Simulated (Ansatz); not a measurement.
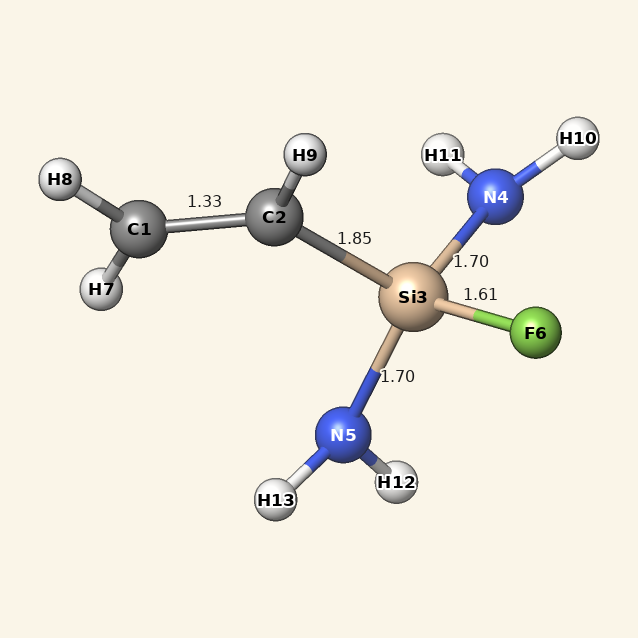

The numbers beside the sticks are distances in Å. Sticks don't show bond order. Computed geometry: PBE0-D4/def2-TZVP optimisation. No frequency run is at hand to confirm it as a minimum.

### Assign a bond order to each marked bond.

C1–C2 double; C2–Si3 single; Si3–N4 single; Si3–N5 single; Si3–F6 single.

### Write the SMILES.

C=C[Si](N)(N)F
